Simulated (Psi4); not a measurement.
## Single-point calculation, with input and output: P₂H₃ (charge −1)

- system: P₂H₃, charge −1
- method: MP2/6-311+G**, RHF (Psi4 1.11)

The geometry comes from this level: GFN2-xTB.

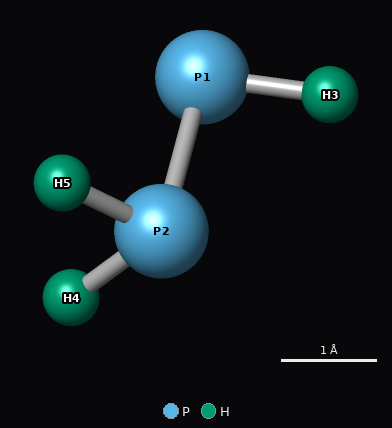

**Figure 1.** The structure as given in the input (ball-and-stick view, seen at a tilt; atoms are numbered from 1 in the order of the input).

**Input file (run_ase.py)**
```python
import numpy as np
from ase.calculators.psi4 import Psi4
from ase.io import read

mol = read('h3p2.xyz')
calc = Psi4(atoms=mol, method='mp2', basis='6-311+G**', memory='1600MB', num_threads=1, charge=-1, multiplicity=1, label='psi4-calc')
calc.psi4.set_options({'puream': True, 'e_convergence': 1e-09, 'd_convergence': 1e-08, 'scf_type': 'pk', 'num_frozen_docc': 10, 'mp2_type': 'conv'})
mol.calc = calc

print(f'energy: {mol.get_potential_energy():.6f} eV')
```

**File h3p2.xyz**
```
5
H3P2
P      0.790170    -1.109400     0.143810
P     -0.477530     0.546260     0.076070
H      0.279530    -1.462550     1.364400
H     -0.983870     0.470170    -1.228180
H      0.391690     1.555520    -0.356110
```

Machine: 1 thread of AMD EPYC (Zen 5), 176 GiB of memory available, shared host.

Launched with:
```bash
python run_ase.py
```

**Output**
```
=> Loading Basis Set <=

    Name: 6-311+G**
    Role: ORBITAL
    Keyword: BASIS

         ---------------------------------------------------------
                                   SCF
                              RHF Reference
                        1 Threads,   1525 MiB Core
         ---------------------------------------------------------

  ==> Geometry <==

    Molecular point group: c1
    Full point group: C1

    Geometry (in Angstrom), charge = -1, multiplicity = 1:

       Center              X                  Y                   Z               Mass
    ------------   -----------------  -----------------  -----------------  -----------------
         P            0.645974272898    -0.849668458565     0.042397058321    30.973761998420
         P           -0.621725727102     0.805991541435    -0.025342941679    30.973761998420
         H            0.135334272898    -1.202818458565     1.262987058321     1.007825032230
         H           -1.128065727102     0.729901541435    -1.329592941679     1.007825032230
         H            0.247494272898     1.815251541435    -0.457522941679     1.007825032230

  Running in c1 symmetry.

  Rotational constants: A =      3.10028  B =      0.22711  C =      0.22238 [cm^-1]
  Rotational constants: A =  92944.13019  B =   6808.54965  C =   6666.92021 [MHz]
  Nuclear repulsion =   83.733879812467507

  Charge       = -1
  Multiplicity = 1
  Electrons    = 34
  Nalpha       = 17
  Nbeta        = 17

  ==> Algorithm <==

  SCF Algorithm Type is PK.
  DIIS enabled.
  MOM disabled.
  Fractional occupation disabled.
  Guess Type is SAD.
  Energy threshold   = 1.00e-09
  Density threshold  = 1.00e-08
  Integral threshold = 1.00e-12

  ==> Primary Basis <==

  Basis Set: 6-311+G**
    Blend: 6-311+G**
    Number of shells: 40
    Number of basis functions: 78
    Number of Cartesian functions: 80
    Spherical Harmonics?: true
    Max angular momentum: 2

  ==> Integral Setup <==

  Using in-core PK algorithm.
   Calculation information:
      Number of atoms:                   5
      Number of AO shells:              40
      Number of primitives:             68
      Number of atomic orbitals:        80
      Number of basis functions:        78

      Integral cutoff                 1.00e-12
      Number of threads:                 1

  Performing in-core PK
  Using 9495642 doubles for integral storage.
  We computed 306214 shell quartets total.
  Whereas there are 336610 unique shell quartets.

  ==> DiskJK: Disk-Based J/K Matrices <==

    J tasked:                  Yes
    K tasked:                  Yes
    wK tasked:                  No
    Memory [MiB]:             1144
    Schwarz Cutoff:          1E-12

  Minimum eigenvalue in the overlap matrix is 8.0797395847E-04.
  Reciprocal condition number of the overlap matrix is 1.2973913982E-04.
    Using symmetric orthogonalization.

  ==> Pre-Iterations <==

  SCF Guess: Superposition of Atomic Densities via on-the-fly atomic UHF (no occupation information).

   -------------------------
    Irrep   Nso     Nmo
   -------------------------
     A         78      78
   -------------------------
    Total      78      78
   -------------------------

  ==> Iterations <==

                        Total Energy        Delta E     RMS |[F,P]|

   @RHF iter SAD:  -682.81258497455553   -6.82813e+02   0.00000e+00
   @RHF iter   1:  -683.12567165669111   -3.13087e-01   5.14135e-03 DIIS/ADIIS
   @RHF iter   2:  -683.20181252317889   -7.61409e-02   2.13791e-03 DIIS/ADIIS
   @RHF iter   3:  -683.21315529849039   -1.13428e-02   3.38333e-04 DIIS/ADIIS
   @RHF iter   4:  -683.21423705124118   -1.08175e-03   9.46159e-05 DIIS
   @RHF iter   5:  -683.21434163562026   -1.04584e-04   2.12088e-05 DIIS
   @RHF iter   6:  -683.21434839994970   -6.76433e-06   7.02683e-06 DIIS
   @RHF iter   7:  -683.21434937062440   -9.70675e-07   2.10789e-06 DIIS
   @RHF iter   8:  -683.21434946711952   -9.64951e-08   6.36067e-07 DIIS
   @RHF iter   9:  -683.21434947234457   -5.22505e-09   1.43428e-07 DIIS
   @RHF iter  10:  -683.21434947264675   -3.02180e-10   2.68454e-08 DIIS
   @RHF iter  11:  -683.21434947265948   -1.27329e-11   6.06859e-09 DIIS
  Energy and wave function converged.

  ==> Post-Iterations <==

    Orbital Energies [Eh]
    ---------------------

    Doubly Occupied:

       1A    -79.748941     2A    -79.681879     3A     -7.293186
       4A     -7.227611     5A     -5.187474     6A     -5.187385
       7A     -5.186575     8A     -5.122331     9A     -5.121498
      10A     -5.119835    11A     -0.700479    12A     -0.535667
      13A     -0.336871    14A     -0.267813    15A     -0.250859
      16A     -0.130703    17A     -0.066596

    Virtual:

      18A      0.182901    19A      0.211231    20A      0.212015
      21A      0.212163    22A      0.232202    23A      0.239462
      24A      0.244765    25A      0.301560    26A      0.321712
      27A      0.350111    28A      0.380479    29A      0.426147
      30A      0.519613    31A      0.552963    32A      0.570005
      33A      0.594091    34A      0.619875    35A      0.653363
      36A      0.663870    37A      0.759955    38A      0.806104
      39A      0.932970    40A      0.984627    41A      0.986399
      42A      1.013457    43A      1.099762    44A      1.121412
      45A      1.202452    46A      1.276678    47A      1.310850
      48A      1.356064    49A      1.405767    50A      1.618895
      51A      1.824329    52A      1.868649    53A      1.906149
      54A      1.920663    55A      1.958442    56A      1.984969
      57A      2.054917    58A      2.068547    59A      2.179342
      60A      2.197622    61A      2.260228    62A      2.315694
      63A      2.587128    64A      2.619175    65A      2.655117
      66A      3.094828    67A      3.123685    68A      3.201775
      69A      7.670235    70A      7.816089    71A     15.054381
      72A     15.057426    73A     15.072421    74A     15.090496
      75A     15.152225    76A     15.193655    77A    166.298029
      78A    166.462493

    Final Occupation by Irrep:
              A
    DOCC [    17 ]
    NA   [    17 ]
    NB   [    17 ]

  @RHF Final Energy:  -683.21434947265948

   => Energetics <=

    Nuclear Repulsion Energy =             83.7338798124675066
    One-Electron Energy =               -1119.5650503679332814
    Two-Electron Energy =                 352.6168210828063252
    Total Energy =                       -683.2143494726594781

Computation Completed

Properties will be evaluated at   0.000000,   0.000000,   0.000000 [a0]

Properties computed using the SCF density matrix

 Multipole Moments:

 ------------------------------------------------------------------------------------
     Multipole            Electronic (a.u.)      Nuclear  (a.u.)        Total (a.u.)
 ------------------------------------------------------------------------------------

 L = 1.  Multiply by 2.5417464519 to convert [e a0] to [Debye]
 Dipole X            :          0.0806944           -0.7209475           -0.6402531
 Dipole Y            :         -0.4209511            1.2985836            0.8776326
 Dipole Z            :          0.4183392           -0.5070458           -0.0887066
 Magnitude           :                                                    1.0899687

 ------------------------------------------------------------------------------------

	total time  =          1 seconds =       0.02 minutes
 MINTS: Wrapper to libmints.

   Calculation information:
      Number of threads:                 1
      Number of atoms:                   5
      Number of AO shells:              40
      Number of SO shells:              40
      Number of primitives:             68
      Number of atomic orbitals:        80
      Number of basis functions:        78

      Number of irreps:                  1
      Integral cutoff                 1.00e-12
      Number of functions per irrep: [  78 ]

 OEINTS: Overlap, kinetic, potential, dipole, and quadrupole integrals
         stored in file 35.

      Computing two-electron integrals...done
      Computed 4239349 non-zero two-electron integrals.
        Stored in file 33.

  Module OCC Options:
  ----------------------------------------------------------------------------
  ACTIVE                        => (empty)
  BASIS_RELATIVISTIC            => (empty)
  BENCH                         => (empty)
  CACHELEVEL                    => (empty)
  CCL_ENERGY                    => (empty)
  CC_MAXITER                    => (empty)
  CC_TYPE                       => (empty)
  CEPA_OS_SCALE                 => (empty)
  CEPA_SOS_SCALE                => (empty)
  CEPA_SS_SCALE                 => (empty)
  CEPA_TYPE                     => (empty)
  CI_TYPE                       => (empty)
  CUBEPROP_BASIS_FUNCTIONS      => (empty)
  CUBEPROP_FILEPATH             => (empty)
  CUBEPROP_ISOCONTOUR_THRESHOLD => (empty)
  CUBEPROP_ORBITALS             => (empty)
  CUBEPROP_TASKS                => (empty)
  CUBIC_BASIS_TOLERANCE         => (empty)
  CUBIC_BLOCK_MAX_POINTS        => (empty)
  CUBIC_GRID_OVERAGE            => (empty)
  CUBIC_GRID_SPACING            => (empty)
  CUTOFF                        => (empty)
  DDX                           => (empty)
  DEBUG                         => (empty)
  DERTYPE                       => (empty)
  DF_BASIS_CC                   => (empty)
  DIE_IF_NOT_CONVERGED          => (empty)
  DIIS_MAX_VECS                 => (empty)
  DIIS_MIN_VECS                 => (empty)
  DKH_ORDER                     => (empty)
  DOCC                          => (empty)
  DO_DIIS                       => (empty)
  DO_LEVEL_SHIFT                => (empty)
  DO_SCS                        => (empty)
  DO_SOS                        => (empty)
  E3_SCALE                      => (empty)
  EA_POLES                      => (empty)
  EKT_EA                        => (empty)
  EKT_IP                        => (empty)
  EP_EA_POLES                   => (empty)
  EP_IP_POLES                   => (empty)
  EP_MAXITER                    => (empty)
  EXTERNAL_POTENTIAL_SYMMETRY   => (empty)
  E_CONVERGENCE                 => 1e-09           !
  FREEZE_CORE                   => (empty)
  FREEZE_CORE_POLICY            => (empty)
  FROZEN_DOCC                   => (empty)
  FROZEN_UOCC                   => (empty)
  INTEGRAL_PACKAGE              => (empty)
  IP_POLES                      => (empty)
  LEVEL_SHIFT                   => (empty)
  LITERAL_CFOUR                 => (empty)
  LS_THC_BASIS_TOLERANCE        => (empty)
  LS_THC_DF                     => (empty)
  LS_THC_PRUNING_SCHEME         => (empty)
  LS_THC_RADIAL_POINTS          => (empty)
  LS_THC_SPHERICAL_POINTS       => (empty)
  LS_THC_S_EPSILON              => (empty)
  LS_THC_WEIGHTS_TOLERANCE      => (empty)
  MAT_NUM_COLUMN_PRINT          => (empty)
  MAX_MOGRAD_CONVERGENCE        => (empty)
  MAX_RADIAL_MOMENT             => (empty)
  MBIS_D_CONVERGENCE            => (empty)
  MBIS_MAXITER                  => (empty)
  MBIS_PRUNING_SCHEME           => (empty)
  MBIS_RADIAL_POINTS            => (empty)
  MBIS_SPHERICAL_POINTS         => (empty)
  MOGRAD_DAMPING                => (empty)
  MOLDEN_WITH_VIRTUAL           => (empty)
  MO_MAXITER                    => (empty)
  MO_READ                       => (empty)
  MO_STEP_MAX                   => (empty)
  MO_WRITE                      => (empty)
  MP2_OS_SCALE                  => (empty)
  MP2_SOS_SCALE                 => (empty)
  MP2_SOS_SCALE2                => (empty)
  MP2_SS_SCALE                  => (empty)
  MP2_TYPE                      => CONV            !
  MP_TYPE                       => (empty)
  NAT_ORBS                      => (empty)
  NUM_FROZEN_DOCC               => 10              !
  NUM_FROZEN_UOCC               => (empty)
  NUM_GPUS                      => (empty)
  OCC_ORBS_PRINT                => (empty)
  OEPROP                        => (empty)
  OPT_METHOD                    => (empty)
  ORBITAL_OPTIMIZER_PACKAGE     => (empty)
  ORB_OPT                       => FALSE           !
  ORB_RESP_SOLVER               => (empty)
  ORTH_TYPE                     => (empty)
  OS_SCALE                      => (empty)
  PARENT_SYMMETRY               => (empty)
  PCG_BETA_TYPE                 => (empty)
  PCG_CONVERGENCE               => (empty)
  PCG_MAXITER                   => (empty)
  PCM                           => (empty)
  PE                            => (empty)
  PRINT                         => (empty)
  PRINT_NOONS                   => (empty)
  PROPERTIES                    => (empty)
  PROPERTIES_ORIGIN             => (empty)
  PUREAM                        => TRUE            !
  QC_MODULE                     => (empty)
  RAS1                          => (empty)
  RAS2                          => (empty)
  RAS3                          => (empty)
  RAS4                          => (empty)
  RELATIVISTIC                  => (empty)
  RELAXED                       => (empty)
  REMP_A                        => (empty)
  RESTRICTED_DOCC               => (empty)
  RESTRICTED_UOCC               => (empty)
  RMS_MOGRAD_CONVERGENCE        => (empty)
  R_CONVERGENCE                 => (empty)
  SCF_TYPE                      => PK              !
  SCREENING                     => (empty)
  SCS_TYPE                      => (empty)
  SOCC                          => (empty)
  SOS_TYPE                      => (empty)
  SPIN_SCALE_TYPE               => NONE            !
  SS_SCALE                      => (empty)
  SYMMETRIZE                    => (empty)
  TPDM_ABCD_TYPE                => (empty)
  WFN                           => (empty)
  WFN_TYPE                      => OMP2            !
  WRITER_FILE_LABEL             => (empty)
  ZORA_BASIS_TOLERANCE          => (empty)
  ZORA_NR_DEBUG                 => (empty)
  ZORA_PRUNING_SCHEME           => (empty)
  ZORA_RADIAL_POINTS            => (empty)
  ZORA_SPHERICAL_POINTS         => (empty)

 ==============================================================================
 ==============================================================================
 ==============================================================================

                             MP2

 ==============================================================================
 ==============================================================================
 ==============================================================================

	MO spaces per irreps...

	IRREP   FC    OCC   VIR  FV
	==============================
	   A    10     7    61    0
	==============================

	Memory is   1600 MB
	Cost of iabc is     24 MB
	Cost of abcd is    104 MB
	Switching to the incore algorithm for iabc..
	Switching to the incore algorithm for abcd..

	Computing MP2 energy using SCF MOs (Canonical MP2)...
	==============================================================================
	Nuclear Repulsion Energy (a.u.)    :    83.73387981246751
	SCF Energy (a.u.)                  :  -683.21434947265948
	REF Energy (a.u.)                  :  -683.21434947265948
	Alpha-Alpha Contribution (a.u.)    :    -0.02626708083628
	Alpha-Beta Contribution (a.u.)     :    -0.19734786630170
	Beta-Beta Contribution (a.u.)      :    -0.02626708083628
	Scaled_SS Correlation Energy (a.u.):    -0.01751138722419
	Scaled_OS Correlation Energy (a.u.):    -0.23681743956204
	SCS-MP2 Total Energy (a.u.)        :  -683.46867829944574
	SOS-MP2 Total Energy (a.u.)        :  -683.45116691222154
	SCSN-MP2 Total Energy (a.u.)       :  -683.30680959720326
	SCS-MP2-VDW Total Energy (a.u.)    :  -683.49322182236199
	SOS-PI-MP2 Total Energy (a.u.)     :  -683.49063648548190
	MP2 Correlation Energy (a.u.)      :    -0.24988202797426
	MP2 Total Energy (a.u.)            :  -683.46423150063379
	==============================================================================

	total time  =          0 seconds =       0.00 minutes
```

**Standard output**
```
energy: -18598.009037 eV
```

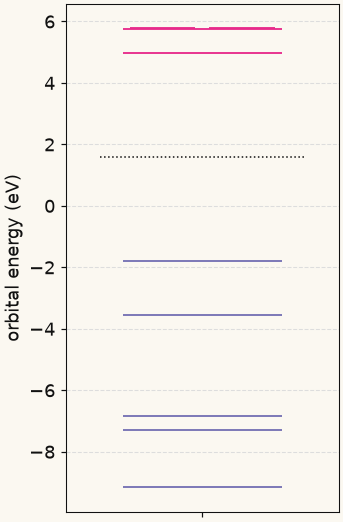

**Figure 2.** Orbital energies near the frontier (SCF reference); the dotted line parts filled from empty levels, and levels within 0.02 eV of each other stand side by side. Highest filled −1.81 eV, lowest empty 4.98 eV, 6.79 eV apart.

**Summary**

| quantity | value |
| --- | --- |
| outcome | converged |
| total energy | −683.464232 hartree |
| SCF energy | −683.214349 hartree |
| MP2 energy | −683.464232 hartree |
| correlation energy | −0.249882 hartree |
| basis functions | 78 |
| HOMO of the SCF reference | −1.81 eV |
| LUMO of the SCF reference | 4.98 eV |
| wall time | 2.8 s |
| peak memory | 0.34 GiB |
